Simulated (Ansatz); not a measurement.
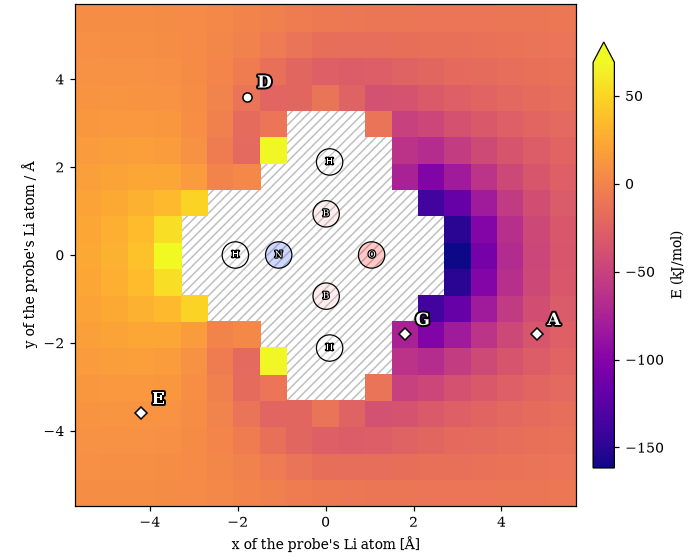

B₂H₃NO (SMILES B1NBO1) with the probe Li+. The probe is moved over the molecule's main plane. First axis: x of the probe's Li atom. Second axis: y of the probe's Li atom. Nothing is relaxed (molecule and probe rigid). Grid: 19 × 19 points; 150 points were computed and 141 follow by symmetry. At 70 points there is no value (left out of the scan, as a rule where atoms come close). Points are written as (first, second). Energies are in kJ/mol, from molecule and probe far apart, each relaxed in its own basis (no counterpoise correction). Level of theory: RHF/def2-TZVP (Ansatz 0.2.0).

The picture shows one coloured cell a grid point, labelled circles for the molecule's atoms, projected on the plane, one colour for all values above the top of the scale, hatched blanks where no value was computed, lettered points.

Question: Rank the lettered points by energy, lowest first.

Answer: G (−76 kJ/mol), A (−34 kJ/mol), D (−12 kJ/mol), E (11 kJ/mol).
